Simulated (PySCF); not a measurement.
# HCl (hydrogen chloride): a chain of runs

We compute a series of 19 runs (PBE0-D4/def2-TZVP, CCSD(T)/def2-TZVPP, RI-MP2/def2-QZVPP, PBE-D4/def2-TZVPP, r2SCAN-D4/def2-TZVPP, B3LYP-D4/def2-TZVPP, PBE0-D4/def2-TZVPP, wB97M-V/def2-TZVPP, and more) of ClH. Input form: a Python script.

The results are computed with PySCF 2.14.0.

1 further run of the same task is left out (for a faulty analytic Hessian).

### 1 The molecule

HCl has 2 atoms, charge 0, and is taken as a singlet. SMILES: `Cl`. All atoms were displaced at random from a relaxed shape. The run starts from this shape.

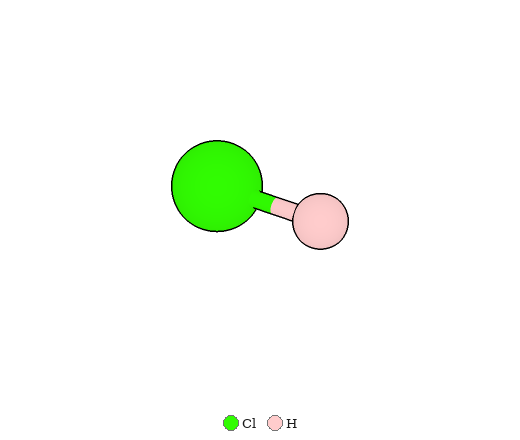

Viewed from a chosen angle; chlorine green, hydrogen pink.

### 2 A structure relaxation at PBE0-D4/def2-TZVP (density fitting with def2-universal-jkfit) (run 1)

File mol.xyz:

```xyz
2
ClH
Cl     0.608572    -0.209788     0.263816
H     -0.533546     0.200709    -0.273887
```

File run.py:

```python
from pyscf import gto, dft
from pyscf.geomopt.geometric_solver import kernel as optimise

system = gto.Mole()
system.atom = 'mol.xyz'
system.spin = 0
system.verbose = 3
system.max_memory = 1860
system.basis = 'def2-tzvp'
system.build()

myscf = dft.RKS(system, xc='pbe0')
myscf = myscf.density_fit(auxbasis='def2-universal-jkfit')
myscf.disp = 'd4'
myscf.grids.level = 4
myscf.conv_tol = 1e-09
myscf.max_cycle = 100
converged, mol_eq = optimise(myscf, maxsteps=100)
print('converged:', converged)
print(mol_eq.tostring())

myscf.reset(mol_eq)
system = mol_eq
myscf.kernel()
e_final = myscf.e_tot
print(f'total energy: {e_final:.8f} hartree')
```

On the command line:

```console
$ OMP_NUM_THREADS=1 python run.py
```

Standard output:

```text
maxiter                   100
----------------------------------------------------------
Custom engine selected.
Bonds will be generated from interatomic distances less than 1.20 times sum of covalent radii
6 internal coordinates being used (instead of 6 Cartesians)
Internal coordinate system (atoms numbered from 1):
Distance 1-2
Translation-X 1-2
Translation-Y 1-2
Translation-Z 1-2
Rotation-A 1-2
Rotation-B 1-2
Rotation-C 1-2
> ===== Optimization Info: ====
> Job type: Energy minimization
> Maximum number of optimization cycles: 100
> Initial / maximum trust radius (Angstrom): 0.100 / 0.300
> Convergence Criteria:
> Will converge when all 5 criteria are reached:
>  |Delta-E| < 1.00e-06
>  RMS-Grad  < 3.00e-04
>  Max-Grad  < 4.50e-04
>  RMS-Disp  < 1.20e-03
>  Max-Disp  < 1.80e-03
> === End Optimization Info ===

Geometry optimization cycle 1
Cartesian coordinates (Angstrom)
 Atom        New coordinates             dX        dY        dZ
  Cl   0.608572  -0.209788   0.263816    0.000000  0.000000  0.000000
   H  -0.533546   0.200709  -0.273887    0.000000  0.000000  0.000000

WARN: Mole.unit (angstrom) is changed to Bohr

converged SCF energy = -460.663285372871
--------------- DFRKS_Scanner gradients ---------------
         x                y                z
0 Cl     0.0230698349    -0.0082915709     0.0108615710
1 H    -0.0230698868     0.0082917123    -0.0108611725
----------------------------------------------
cycle 1: E = -460.663285373  dE = -460.663  norm(grad) = 0.0379194
Step    0 : Gradient = 2.681e-02/2.681e-02 (rms/max) Energy = -460.6632853729
Hessian Eigenvalues: 5.00000e-02 5.00000e-02 5.00000e-02 ... 5.00000e-02 5.00000e-02 2.74541e-01

Geometry optimization cycle 2
Cartesian coordinates (Angstrom)
 Atom        New coordinates             dX        dY        dZ
  Cl   0.586340  -0.201800   0.253340   -0.022232  0.007988 -0.010476
   H  -0.511313   0.192718  -0.263420    0.022233 -0.007991  0.010467
converged SCF energy = -460.664564898623
--------------- DFRKS_Scanner gradients ---------------
         x                y                z
0 Cl    -0.0017042696     0.0006125546    -0.0008020215
1 H     0.0017047001    -0.0006127101     0.0008025528
----------------------------------------------
cycle 2: E = -460.664564899  dE = -0.00127953  norm(grad) = 0.00280152
Step    1 : Displace = 2.584e-02/2.584e-02 (rms/max) Trust = 1.000e-01 (=) Grad = 1.981e-03/1.981e-03 (rms/max) E (change) = -460.6645648986 (-1.280e-03) Quality = 0.977
Hessian Eigenvalues: 5.00000e-02 5.00000e-02 5.00000e-02 ... 5.00000e-02 5.00000e-02 2.94825e-01

Geometry optimization cycle 3
Cartesian coordinates (Angstrom)
 Atom        New coordinates             dX        dY        dZ
  Cl   0.587867  -0.202349   0.254052    0.001526 -0.000549  0.000712
   H  -0.512848   0.193270  -0.264142   -0.001535  0.000552 -0.000723
converged SCF energy = -460.664570608987
--------------- DFRKS_Scanner gradients ---------------
         x                y                z
0 Cl     0.0002353729    -0.0000845761     0.0001111540
1 H    -0.0002349469     0.0000844383    -0.0001106039
----------------------------------------------
cycle 3: E = -460.664570609  dE = -5.71036e-06  norm(grad) = 0.000386616
Step    2 : Displace = 1.778e-03/1.778e-03 (rms/max) Trust = 1.414e-01 (+) Grad = 2.734e-04/2.737e-04 (rms/max) E (change) = -460.6645706090 (-5.710e-06) Quality = 0.858
Hessian Eigenvalues: 4.99999e-02 5.00000e-02 5.00000e-02 ... 5.00000e-02 5.00000e-02 3.35511e-01

Geometry optimization cycle 4
Cartesian coordinates (Angstrom)
 Atom        New coordinates             dX        dY        dZ
  Cl   0.587678  -0.202282   0.253957   -0.000188  0.000067 -0.000095
   H  -0.512668   0.193205  -0.264057    0.000180 -0.000065  0.000085
converged SCF energy = -460.664570721508
--------------- DFRKS_Scanner gradients ---------------
         x                y                z
0 Cl     0.0000023128    -0.0000008115     0.0000014314
1 H    -0.0000018855     0.0000006713    -0.0000008830
----------------------------------------------
cycle 4: E = -460.664570722  dE = -1.12521e-07  norm(grad) = 3.58352e-06
Step    3 : Displace = 2.156e-04/2.156e-04 (rms/max) Trust = 2.000e-01 (+) Grad = 2.534e-06/2.838e-06 (rms/max) E (change) = -460.6645707215 (-1.125e-07) Quality = 1.010
Hessian Eigenvalues: 4.99999e-02 5.00000e-02 5.00000e-02 ... 5.00000e-02 5.00000e-02 3.35511e-01
Converged! =D

converged: True
Cl          0.58767829       -0.20228181        0.25395705
H          -0.51266767        0.19320547       -0.26405728
converged SCF energy = -460.664570721513
total energy: -460.66457072 hartree
```

Wall time 6 s (1 thread of Arm Neoverse V1, shared host); peak memory 0.36 GiB.

The path in brief:

| step | energy from the first frame kept (eV) | largest force (eV/Å) |
| --- | --- | --- |
| 0 | 0.0000 | 1.3788 |
| 1 | -0.0348 | 0.1019 |
| 2 | -0.0350 | 0.0141 |
| 3 | -0.0350 | 0.0001 |

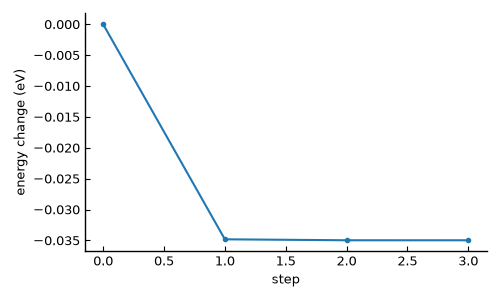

Energy along the run.

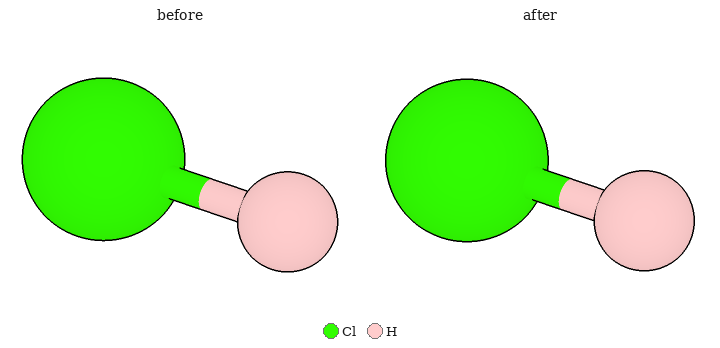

Before and after, at one scale.

After the run. Bond lengths: Cl1–H2 1.279 Å.

### 3 The energy at CCSD(T)/def2-TZVPP (run 3)

File job.py:

```python
from pyscf import gto, cc

system = gto.Mole()
system.atom = '''
Cl       0.587678      -0.202282       0.253957
H       -0.512668       0.193205      -0.264057
'''
system.max_memory = 1860
system.spin = 0
system.basis = 'def2-tzvpp'
system.verbose = 3
system.charge = 0
system.build()

myscf = system.RHF()
myscf.conv_tol = 1e-10
myscf.kernel()
if not myscf.converged:
    myscf = myscf.newton().run(myscf.mo_coeff, myscf.mo_occ)

mycc = cc.CCSD(myscf, frozen=5)
mycc.kernel()
e_t = mycc.ccsd_t()
e_tot = mycc.e_tot + e_t
print('Final energy', e_tot)
```

On the command line:

```console
$ OMP_NUM_THREADS=1 python job.py
```

Standard output:

```text
converged SCF energy = -460.099080125726
E(CCSD) = -460.3233185049285  E_corr = -0.2242383792023223
CCSD(T) correction = -0.00792768363223902
Final energy -460.3312461885607
```

It took 2.2 s on 1 thread of Arm Neoverse V1, shared host; peak memory 0.16 GiB.

### 4 The energy at RI-MP2/def2-QZVPP (density fitting with def2-universal-jkfit) (run 4)

File run.py:

```python
from pyscf import gto, mp

system = gto.M(
    atom='''
Cl     0.587678    -0.202282     0.253957
H     -0.512668     0.193205    -0.264057
''',
    verbose=3,
    basis='def2-qzvpp',
    max_memory=1860,
    charge=0,
)

mf = system.RHF()
mf = mf.density_fit(auxbasis='def2-universal-jkfit')
mf.conv_tol = 1e-10
mf.kernel()
if not mf.converged:
    mf = mf.newton().run(mf.mo_coeff, mf.mo_occ)

pt = mp.MP2(mf, frozen=5).density_fit().run()
e_tot = pt.e_tot
print('E(%s) = %.9f' % ('RI-MP2', e_tot))
```

On the command line:

```console
$ OMP_NUM_THREADS=1 python run.py
```

Standard output:

```text
converged SCF energy = -460.112197899805
E(DFRMP2) = -460.336228812839  E_corr = -0.224030913034525
E(SCS-DFRMP2) = -460.336252785399  E_corr = -0.224054885594614
E(RI-MP2) = -460.336228813
```

Wall time 1.1 s (1 thread of Arm Neoverse V1, shared host); peak memory 0.14 GiB.

Runs 5 to 19 aren't shown in full; the table further down has their settings and results.

### 5 The doublet cation: the energy at UB3LYP/6-31G(d) (spherical functions) (run 20)

File input.xyz:

```xyz
2

Cl     0.587678    -0.202282     0.253957
H     -0.512668     0.193205    -0.264057
```

File job.py:

```python
from pyscf import gto, dft

system = gto.Mole()
system.atom = 'input.xyz'
system.verbose = 3
system.max_memory = 1860
system.basis = '6-31g*'
system.charge = 1
system.spin = 1
system.build()

mf = dft.UKS(system)
mf.xc = 'b3lyp'
mf.grids.level = 5
mf.conv_tol = 1e-10
mf.kernel()
if not mf.converged:
    mf = mf.newton().run(mf.mo_coeff, mf.mo_occ)

etot = mf.e_tot
print('E = %.10f Eh' % etot)
```

On the command line:

```console
$ OMP_NUM_THREADS=1 python job.py
```

Standard output:

```text
WARN: HOMO -0.372231364107925 >= LUMO -0.372231364107926

converged SCF energy = -460.323943363201  <S^2> = 0.75241796  2S+1 = 2.0024165
E = -460.3239433632 Eh
```

Run time: 2.2 s. Hardware: 1 thread of Arm Neoverse V1, shared host; peak memory 0.18 GiB.

### 6 The series

| run | level | task | integral approximation | partner | energy (Eh) | dipole moment (D) of the reference | HOMO energy (eV) | LUMO energy (eV) | wall time |
| --- | --- | --- | --- | --- | --- | --- | --- | --- | --- |
| 1 | PBE0-D4/def2-TZVP (density fitting with def2-universal-jkfit) | optimise | def2-universal-jkfit | base | -460.664571 | 1.26 | -9.41 | 0.34 | 6 s |
| 3 | CCSD(T)/def2-TZVPP | energy | none | base | -460.331246 | 1.26 | -12.93 | 3.44 | 2.2 s |
| 4 | RI-MP2/def2-QZVPP (density fitting with def2-universal-jkfit) | energy | def2-universal-jkfit | base | -460.336229 | 1.22 | -12.97 | 2.62 | 1.1 s |
| 5 | PBE-D4/def2-TZVPP | energy | none | base | -460.627592 | 1.17 | -7.92 | -0.64 | 2.5 s |
| 6 | r2SCAN-D4/def2-TZVPP | energy | none | base | -460.785908 | 1.22 | -8.30 | -0.06 | 4.5 s |
| 7 | B3LYP-D4/def2-TZVPP | energy | none | base | -460.836614 | 1.19 | -9.12 | -0.04 | 2.7 s |
| 8 | PBE0-D4/def2-TZVPP | energy | none | base | -460.665640 | 1.21 | -9.42 | 0.34 | 2.6 s |
| 9 | wB97M-V/def2-TZVPP | energy | none | base | -460.790144 | 1.19 | -11.75 | 2.15 | 8.4 s |
| 10 | B2PLYP/def2-TZVPP | energy | none | base | -460.687386 | 1.22 | -10.71 | 1.43 | 2.9 s |
| 11 | SVWN5/def2-TZVPP | energy | none | base | -459.319812 | 1.23 | -8.04 | -0.75 | 1.9 s |
| 12 | M06-2X/def2-TZVPP | energy | none | base | -460.799252 | 1.20 | -10.83 | 1.19 | 4.5 s |
| 13 | B3LYP/6-31G* (spherical functions) | energy | none | base | -460.792206 | 1.46 | -9.02 | 0.38 | 1.5 s |
| 14 | HF/STO-3G | energy | none | base | -455.135067 | 1.74 | -11.51 | 10.92 | 0.94 s |
| 15 | UCCSD(T)/def2-TZVPP | energy | none | cation | -459.868640 | – | -23.04 | -10.29 | 5.4 s |
| 16 | UPBE-D4/def2-TZVPP | energy | none | cation | -460.161172 | – | -17.86 | -17.39 | 4.2 s |
| 17 | UB3LYP-D4/def2-TZVPP | energy | none | cation | -460.367903 | – | -19.13 | -16.38 | 4.5 s |
| 18 | UPBE0-D4/def2-TZVPP | energy | none | cation | -460.199536 | – | -19.42 | -15.87 | 4.2 s |
| 19 | U-wB97M-V/def2-TZVPP | energy | none | cation | -460.323159 | – | -21.77 | -13.58 | 13 s |
| 20 | UB3LYP/6-31G* (spherical functions) | energy | none | cation | -460.323943 | – | -19.06 | -16.44 | 2.2 s |

### 7 Outcome

| quantity | value |
| --- | --- |
| doublet cation, run 20: total energy | -460.32394 Eh |
| doublet cation, run 20: HOMO energy (highest over α and β) | -19.06 eV |
| doublet cation, run 20: LUMO energy (lowest over α and β) | -16.44 eV |
| doublet cation, run 20: ⟨S²⟩ | 0.752 |
| vertical ionisation energy (to the doublet cation), CCSD(T)/def2-TZVPP | 12.588 eV |
| vertical ionisation energy (to the doublet cation), PBE-D4/def2-TZVPP | 12.692 eV |
| vertical ionisation energy (to the doublet cation), B3LYP-D4/def2-TZVPP | 12.754 eV |
| vertical ionisation energy (to the doublet cation), PBE0-D4/def2-TZVPP | 12.683 eV |
| vertical ionisation energy (to the doublet cation), wB97M-V/def2-TZVPP | 12.707 eV |
| vertical ionisation energy (to the doublet cation), B3LYP/6-31G* | 12.742 eV |

In words: At CCSD(T)/def2-TZVPP: the vertical ionisation energy comes to 12.59 eV (1215 kJ/mol). At PBE-D4/def2-TZVPP: removing an electron at fixed nuclei costs 12.69 eV (1225 kJ/mol). −ε(HOMO) before ionisation, 7.92 eV, is 4.77 eV below this ionisation energy. At B3LYP-D4/def2-TZVPP: removing an electron at fixed nuclei costs 12.75 eV (1231 kJ/mol). The negative HOMO energy of the first species, 9.12 eV, lies 3.63 eV below that difference. At PBE0-D4/def2-TZVPP: the vertical ionisation energy comes to 12.68 eV (1224 kJ/mol). Totals of different functionals can't be ranked against each other. In run 14 the basis is minimal, so the values are rough. All runs together took 75 s, the longest 13 s.
